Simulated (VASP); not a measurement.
Band structure of AlN (wurtzite). These are vdW-DF-cx, VASP's PBE PAW potentials (set 64) (plane waves; VASP) values and carry that method's errors.

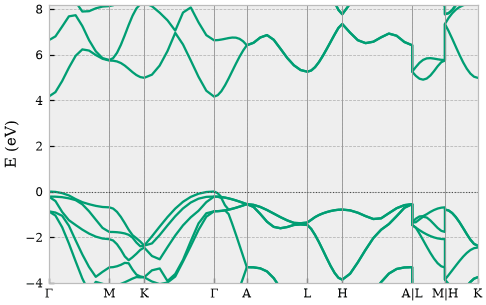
*Bands along high-symmetry lines, zero at the valence-band maximum or, without a gap, the Fermi level*

### Question
Read the plot: is there a gap, and where are the band edges?

### Answer
The gap is direct, 4.16 eV, from the valence maximum at Γ to the conduction minimum at Γ. (Edges off the drawn lines would not show.)

Measured: gap 6.51 eV (computed value off by -2.35 eV), as given by Martin Feneberg et al., Physical Review B (2010), doi:10.1103/physrevb.82.075208 [zero-point renormalisation of 0.417 eV (from the measured temperature dependence, row gaps:miglio2020:AlN_wz:gap_zpr, arXiv:2011.12765) added back].

The compound is AlN in the wurtzite structure. It was relaxed first.
